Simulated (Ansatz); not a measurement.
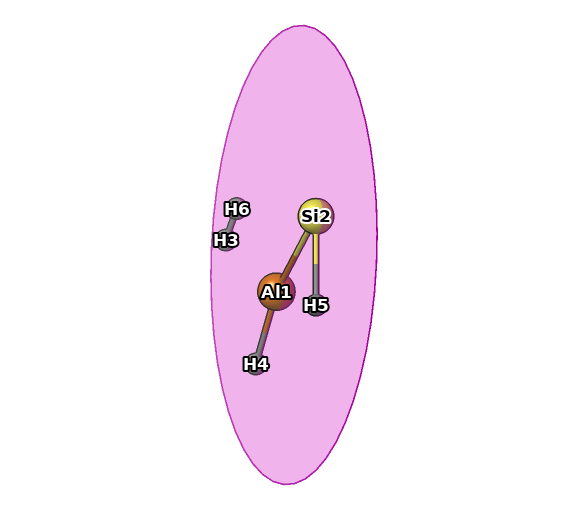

A disc through the centre of mass is drawn in. Atoms fade into the background with distance from the viewer. Charge 0, doublet. Computed geometry: PBE-D4/def2-SVP optimisation. No frequency run is at hand to confirm it as a minimum.

**Is the plane of the disc a mirror plane of the structure?**

Yes. The reflection leaves Al1, Si2, H3, H4, H5, H6 in place. The point group is Cs.
